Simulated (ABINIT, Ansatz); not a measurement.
**A GW run on CdWO4 (P2/c) in ABINIT, with inputs changed**

What do changed inputs do to GW on CdWO4 (P2/c)?

Method: LDA and many-body steps on it, plane waves, in ABINIT 10.8.3.

### 1. Starting point

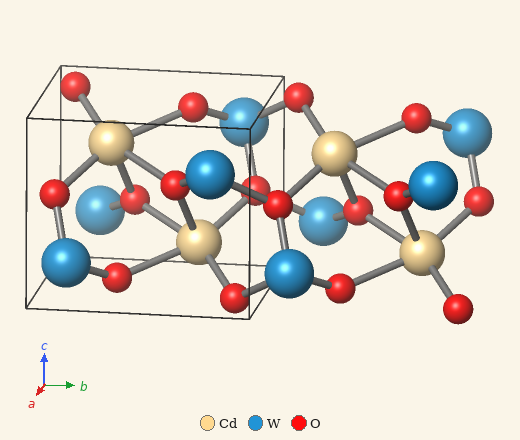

Start, viewed slightly off an axis; cadmium orange, tungsten blue, oxygen red. 1×2×1 cells are drawn. Some periodic images of atoms are drawn too.

The cell and positions come from the Crystallography Open Database and are kept as given unless a step says otherwise. Spin-orbit coupling is left out unless a step names it.

### 2. Screening, 2×2×2 mesh, 139 bands, screening to 98 eV

This step: ABINIT 10.8.3; RPA screening on LDA, plane waves, norm-conserving pseudopotentials.

The RPA dielectric matrix is built and inverted for each q.

Contents of run.abi:

```
acell 3*1.0 Angstrom
rprim 
  5.040000000000 -0.000000000000 -0.000000000000
  -0.000000000000 5.870100000000 -0.000000000000
  -0.130957318200 -0.000000000000 5.082413107100
ntypat 3
znucl 48 74 8
natom 12
typat 1 1 2 2 3 3 3 3 3 3 3 3
xred 
  0.500000000000 0.697290000000 0.250000000000
  0.500000000000 0.302710000000 0.750000000000
  0.000000000000 0.178550000000 0.250000000000
  0.000000000000 0.821450000000 0.750000000000
  0.201800000000 0.095500000000 0.950400000000
  0.798200000000 0.095500000000 0.549600000000
  0.798200000000 0.904500000000 0.049600000000
  0.201800000000 0.904500000000 0.450400000000
  0.242000000000 0.370300000000 0.383900000000
  0.758000000000 0.370300000000 0.116100000000
  0.758000000000 0.629700000000 0.616100000000
  0.242000000000 0.629700000000 0.883900000000
pp_dirpath "pseudos"
pseudos "Cd.upf, W.upf, O.upf"
ecut 47
ngkpt 2 2 2
nshiftk 1
shiftk 0 0 0
kptopt 1
chksymbreak 0
istwfk *1
occopt 1
irdwfk 1
optdriver 3
nband 139
ecuteps 3.6
inclvkb 2
awtr 1
symchi 1
indata_prefix "in"
outdata_prefix "out"
tmpdata_prefix "tmp"
```

On the command line:

```sh
$ OMP_NUM_THREADS=1 mpirun -n 4 abinit run.abi > log
```

Output:

```text
.Version 10.8.3 of ABINIT. v10.8.2 released Aug 2026.

 Symmetries : space group P2/c (# 13); Bravais mP (primitive monocl.)
[... echo of the input left out ...]
== DATASET  1 ==================================================================
-   mpi_nproc: 4, omp_nthreads: 1 (-1 if OMP is not activated)

--- !DatasetInfo
iteration_state: {dtset: 1, }
dimensions: {natom: 12, nkpt: 8, mband: 139, nsppol: 1, nspinor: 1, nspden: 1, mpw: 15656, }
cutoff_energies: {ecut:  47.0, pawecutdg:  -1.0, }
electrons: {nelect:   1.16000000E+02, charge:   0.00000000E+00, occopt:   1.00000000E+00, tsmear:   1.00000000E-02, }

 SCREENING: Calculation of the susceptibility and dielectric matrices

 Based on a program developped by R.W. Godby, V. Olevano, G. Onida, and L. Reining.
 Incorporated in ABINIT by V. Olevano, G.-M. Rignanese, and M. Torrent.
.Using double precision arithmetic ; gwpc =  8

[... cell and pseudopotentials left out ...]
--------------------------------------------------------------------------------

 ==== K-mesh for the wavefunctions ====
 Number of points in the irreducible wedge :     8
[... list of points left out ...]
 Together with  4 symmetry operations and time-reversal symmetry
 yields     8 points in the full Brillouin Zone.

 ==== Q-mesh for the screening function ====
 Number of points in the irreducible wedge :     8
[... list of points left out ...]
 Together with  4 symmetry operations and time-reversal symmetry
 yields     8 points in the full Brillouin Zone.

 setmesh: FFT mesh size selected  =    40x   45x   40
          total number of points  =        72000

 vcoul_init : cutoff-mode = AUXILIARY_FUNCTION
 q-points for optical limit:   1
     1)      0.000010    0.000020    0.000030

- screening: taking advantage of time-reversal symmetry
- Maximum band index for partially occupied states nbvw = 58
- Remaining bands to be divided among processors   nbcw = 81
- Number of bands treated by each node ~20

 Number of electrons calculated from density =  116.0000; Expected =  116.0000
 average of density, n =  0.114318
 r_s =    1.2782
 omega_plasma =   32.6147 [eV]

 calculating chi0 at frequencies [eV] :
  1    0.000000E+00    0.000000E+00
  2    0.000000E+00    3.261469E+01

--------------------------------------------------------------------------------
  q-point number  1        q = ( 0.000000, 0.000000, 0.000000) [r.l.u.]
--------------------------------------------------------------------------------
[... chi0 elements left out ...]
 For q-point:  0.000010 0.000020 0.000030
  dielectric constant =   5.0163
  dielectric constant without local fields =   5.6400

  Average fulfillment of the sum rule on Im[epsilon] for q-point    1 :     35.99  [%]
[... wings left out ...]
  q-point number  2        q = ( 0.500000, 0.000000, 0.000000) [r.l.u.]
--------------------------------------------------------------------------------
[... chi0 elements left out ...]
  Average fulfillment of the sum rule on Im[epsilon] for q-point    2 :     42.38  [%]

 [... 6 further q-points ...]
```

Run time: 5.9 min. Hardware: 4 MPI ranks of Intel Xeon Platinum 8488C (Sapphire Rapids), shared host; peak memory 5.1 GiB.

This step gave:

* ε∞ with local fields, on this mesh, along the program's q direction: 5.016
* the same without local fields: 5.64
* plasma frequency: 32.61 eV
* plane waves in the screening matrix: 327

Local fields lower ε∞ by 11 %. On a Γ-centred mesh this coarse the value itself is usually too large, while a short band sum pulls it down.

### 3. Base

The self-energy is evaluated for the states that the input lists, and the levels follow from it, in one-shot runs by the linearised quasiparticle equation.

This step: G0W0 on LDA, plane waves, norm-conserving pseudopotentials.

Edit run.abi of step 2 so:

```diff
@@ -33,8 +33,17 @@
 irdwfk 1
-optdriver 3
+optdriver 4
 nband 139
+gwcalctyp 0
+ecutsigx 47
+symsigma 1
+nkptgw 2
+kptgw 
+  0.0000000000 0.5000000000 0.0000000000
+  0.0000000000 0.0000000000 0.0000000000
+bdgw 
+  57 61
+  57 60
 ecuteps 3.6
-inclvkb 2
-awtr 1
-symchi 1
+irdscr 1
+ppmodel 1
 indata_prefix "in"
```

Output:

```text
.Version 10.8.3 of ABINIT. v10.8.2 released Aug 2026.

 Symmetries : space group P2/c (# 13); Bravais mP (primitive monocl.)
[... echo of the input left out ...]
== DATASET  1 ==================================================================
-   mpi_nproc: 4, omp_nthreads: 1 (-1 if OMP is not activated)

--- !DatasetInfo
iteration_state: {dtset: 1, }
dimensions: {natom: 12, nkpt: 8, mband: 139, nsppol: 1, nspinor: 1, nspden: 1, mpw: 15656, }
cutoff_energies: {ecut:  47.0, pawecutdg:  -1.0, }
electrons: {nelect:   1.16000000E+02, charge:   0.00000000E+00, occopt:   1.00000000E+00, tsmear:   1.00000000E-02, }

 SIGMA: Calculation of the GW corrections

 Based on a program developped by R.W. Godby, V. Olevano, G. Onida, and L. Reining.
 Incorporated in ABINIT by V. Olevano, G.-M. Rignanese, and M. Torrent.
.Using double precision arithmetic ; gwpc =  8

[... cell and pseudopotentials left out ...]
--------------------------------------------------------------------------------

 ==== K-mesh for the wavefunctions ====
 Number of points in the irreducible wedge :     8
[... list of points left out ...]
 Together with  4 symmetry operations and time-reversal symmetry
 yields     8 points in the full Brillouin Zone.

 ==== Q-mesh for screening function ====
 Number of points in the irreducible wedge :     8
[... list of points left out ...]
 Together with  4 symmetry operations and time-reversal symmetry
 yields     8 points in the full Brillouin Zone.

 vcoul_init : cutoff-mode = AUXILIARY_FUNCTION
 q-points for optical limit:   1
     1)      0.000010    0.000020    0.000030
 setmesh: FFT mesh size selected  =    60x   72x   60
          total number of points  =       259200

 Number of electrons calculated from density =  116.0000; Expected =  116.0000
 average of density, n =  0.114318
 r_s =    1.2782
 omega_plasma =   32.6147 [eV]

 === KS Band Gaps ===
  >>>> For spin  1
   Minimum direct gap =   2.9976 [eV], located at k-point      :   0.0000  0.5000  0.0000
   Fundamental gap    =   2.9976 [eV], Top of valence bands at :   0.0000  0.5000  0.0000
                                       Bottom of conduction at :   0.0000  0.5000  0.0000
 SIGMA fundamental parameters:
 PLASMON POLE MODEL  1
 number of plane-waves for SigmaX                15641
 number of plane-waves for SigmaC and W            327
 number of plane-waves for wavefunctions         15641
 number of bands                                   139
 number of independent spin polarizations            1
 number of spinorial components                      1
 number of k-points in IBZ                           8
 number of q-points in IBZ                           8
 number of symmetry operations                       4
 number of k-points in BZ                            8
 number of q-points in BZ                            8
 number of frequencies for dSigma/dE                 9
 frequency step for dSigma/dE [eV]                0.25
 number of omega for Sigma on real axis              0
 max omega for Sigma on real axis  [eV]           0.00
 zcut for avoiding poles [eV]                     0.10

 EPSILON^-1 parameters (SCR file):
 dimension of the eps^-1 matrix on file            327
 dimension of the eps^-1 matrix used               327
 number of plane-waves for wavefunctions         15641
 number of bands                                   139
 number of q-points in IBZ                           8
 number of frequencies                               2
 number of real frequencies                          1
 number of imag frequencies                          1

 matrix elements of self-energy operator (all in [eV])

 Perturbative Calculation

--- !SelfEnergy_ee
iteration_state: {dtset: 1, }
kpoint     : [   0.000,    0.500,    0.000, ]
spin       : 1
KS_gap     :    2.998
QP_gap     :    5.003
Delta_QP_KS:    2.005
data: !SigmaeeData |
     Band     E0 <VxcDFT>   SigX SigC(E0)      Z dSigC/dE  Sig(E)    E-E0       E
       57   4.958 -19.439 -24.445   5.104   0.776  -0.289 -19.363   0.076   5.034
       58   5.524 -20.960 -25.788   4.976   0.786  -0.273 -20.844   0.116   5.640
       59   8.521 -17.109 -11.449  -3.094   0.827  -0.210 -14.987   2.121  10.642
       60   9.410 -16.657 -11.695  -3.075   0.821  -0.218 -15.107   1.550  10.960
       61   9.411 -18.189 -11.695  -3.075   0.821  -0.218 -15.381   2.809  12.220

--- !SelfEnergy_ee
iteration_state: {dtset: 1, }
kpoint     : [   0.000,    0.000,    0.000, ]
spin       : 1
KS_gap     :    3.643
QP_gap     :    5.646
Delta_QP_KS:    2.003
data: !SigmaeeData |
     Band     E0 <VxcDFT>   SigX SigC(E0)      Z dSigC/dE  Sig(E)    E-E0       E
       57   5.217 -19.763 -24.770   5.144   0.776  -0.289 -19.657   0.107   5.324
       58   5.262 -20.830 -25.536   4.824   0.787  -0.270 -20.737   0.093   5.355
       59   8.904 -17.169 -11.869  -2.751   0.822  -0.216 -15.072   2.097  11.001
       60   9.354 -18.087 -12.337  -3.007   0.818  -0.223 -15.844   2.243  11.597

== END DATASET(S) ==============================================================
================================================================================

 -outvars: echo values of variables after computation  --------
           etotal      0.0000000000E+00
            nband         139
             nkpt           8
          spgroup          13
 [... the other variables as echoed above ...]

 Calculation completed.
```

Run time: 24 s. Hardware: 4 MPI ranks; peak memory 2.9 GiB; 94 s of CPU time.

This step gave:

```
G0W0 gap on the points computed              : 5.002 eV
starting gap on the mesh                     : 2.998 eV
k of the valence top                         : 0, 0.5, 0
k of the conduction bottom                   : 0, 0.5, 0
Z at the valence top                         : 0.786
Z at the conduction bottom                   : 0.827
least direct G0W0 gap on the computed points : 5.002 eV
```

The gap on the mesh goes from 3.00 eV to 5.00 eV, a correction of +2.00 eV.

### 4. Smaller part of the screening matrix

Edit run.abi of step 3 so:

```diff
@@ -45,3 +45,3 @@
   57 60
-ecuteps 3.6
+ecuteps 0.9
 irdscr 1
```

Output:

```text
.Version 10.8.3 of ABINIT. v10.8.2 released Aug 2026.

 Symmetries : space group P2/c (# 13); Bravais mP (primitive monocl.)
[... echo of the input left out ...]
== DATASET  1 ==================================================================
-   mpi_nproc: 4, omp_nthreads: 1 (-1 if OMP is not activated)

--- !DatasetInfo
iteration_state: {dtset: 1, }
dimensions: {natom: 12, nkpt: 8, mband: 139, nsppol: 1, nspinor: 1, nspden: 1, mpw: 15656, }
cutoff_energies: {ecut:  47.0, pawecutdg:  -1.0, }
electrons: {nelect:   1.16000000E+02, charge:   0.00000000E+00, occopt:   1.00000000E+00, tsmear:   1.00000000E-02, }

 SIGMA: Calculation of the GW corrections

 Based on a program developped by R.W. Godby, V. Olevano, G. Onida, and L. Reining.
 Incorporated in ABINIT by V. Olevano, G.-M. Rignanese, and M. Torrent.
.Using double precision arithmetic ; gwpc =  8

[... cell and pseudopotentials left out ...]
--------------------------------------------------------------------------------

 ==== K-mesh for the wavefunctions ====
 Number of points in the irreducible wedge :     8
[... list of points left out ...]
 Together with  4 symmetry operations and time-reversal symmetry
 yields     8 points in the full Brillouin Zone.

 ==== Q-mesh for screening function ====
 Number of points in the irreducible wedge :     8
[... list of points left out ...]
 Together with  4 symmetry operations and time-reversal symmetry
 yields     8 points in the full Brillouin Zone.

 vcoul_init : cutoff-mode = AUXILIARY_FUNCTION
 q-points for optical limit:   1
     1)      0.000010    0.000020    0.000030
 setmesh: FFT mesh size selected  =    60x   72x   60
          total number of points  =       259200

 Number of electrons calculated from density =  116.0000; Expected =  116.0000
[...]
number of omega for Sigma on real axis              0
 max omega for Sigma on real axis  [eV]           0.00
 zcut for avoiding poles [eV]                     0.10

 EPSILON^-1 parameters (SCR file):
 dimension of the eps^-1 matrix on file            327
 dimension of the eps^-1 matrix used                41
 number of plane-waves for wavefunctions         15641
 number of bands                                   139
 number of q-points in IBZ                           8
 number of frequencies                               2
 number of real frequencies                          1
 number of imag frequencies                          1

 matrix elements of self-energy operator (all in [eV])

 Perturbative Calculation

--- !SelfEnergy_ee
iteration_state: {dtset: 1, }
kpoint     : [   0.000,    0.500,    0.000, ]
spin       : 1
KS_gap     :    2.998
QP_gap     :    6.003
Delta_QP_KS:    3.005
data: !SigmaeeData |
     Band     E0 <VxcDFT>   SigX SigC(E0)      Z dSigC/dE  Sig(E)    E-E0       E
       57   4.958 -19.439 -24.445   3.890   0.833  -0.200 -20.369  -0.929   4.029
       58   5.524 -20.960 -25.788   3.802   0.840  -0.191 -21.821  -0.861   4.662
       59   8.521 -17.109 -11.449  -3.131   0.848  -0.180 -14.965   2.144  10.665
[...]
--- !SelfEnergy_ee
iteration_state: {dtset: 1, }
kpoint     : [   0.000,    0.000,    0.000, ]
spin       : 1
KS_gap     :    3.643
QP_gap     :    6.422
Delta_QP_KS:    2.780
data: !SigmaeeData |
     Band     E0 <VxcDFT>   SigX SigC(E0)      Z dSigC/dE  Sig(E)    E-E0       E
[...]
59   8.904 -17.169 -11.869  -2.967   0.848  -0.180 -15.192   1.977  10.881
       60   9.354 -18.087 -12.337  -3.211   0.843  -0.187 -15.948   2.139  11.493

== END DATASET(S) ==============================================================
================================================================================

 -outvars: echo values of variables after computation  --------
           etotal      0.0000000000E+00
            nband         139
             nkpt           8
          spgroup          13
 [... the other variables as echoed above ...]

 Calculation completed.
```

It took 12 s on 4 MPI ranks; peak memory 2.7 GiB; 45 s of CPU time.

This step gave:

- G0W0 gap on the points computed: 6.003 eV
- starting gap on the mesh: 2.998 eV
- k of the valence top: 0, 0.5, 0
- k of the conduction bottom: 0, 0.5, 0
- Z at the valence top: 0.84
- Z at the conduction bottom: 0.848
- least direct G0W0 gap on the computed points: 6.003 eV

(Continued in part 2 of 2.)

[Paths, hosts, dates, memory and timing lines, banners, echoed tables and standing remarks are left out of the program output.]

[Logs are printed without paths, hosts, clocks, repeated set-up lines and the standing remarks that a program may print on its own settings, such as how far it seeks lower states.]

[Runs of the session that timed out or met a known fault of the program may be left out.]

[Hosts, paths, dates, database ids (printed as entryN), source tags and the programs' standing remarks are cut or masked in the printed files.]

[G0W0 gaps are taken among the corrected bands and points alone; a level outside them can change the order at an edge.]

[Where Ansatz stands beside ABINIT at settings called matched, ABINIT's density can come from a denser mesh and the files from another edition; pairs whose starting gaps differed by over 0.03 eV were left out, so agreement reads better than it is.]
